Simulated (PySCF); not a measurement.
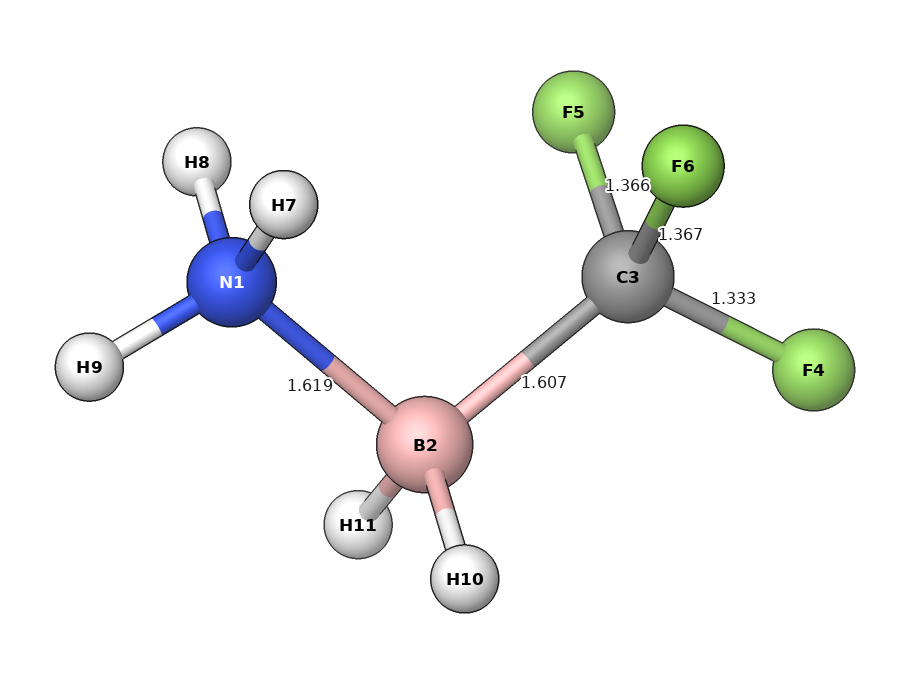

Bond lengths are marked in Å; every bond is drawn as one stick. The geometry was computed by an optimisation with PBE0-D3(BJ)/def2-SVP. No frequency run is at hand to confirm it as a minimum.

**Which of the marked bonds are single, double, triple or aromatic?**

N1–B2 single; B2–C3 single; C3–F4 single; C3–F5 single; C3–F6 single. This is one Lewis structure.

**Write the SMILES.**

[NH3+][BH2-]C(F)(F)F
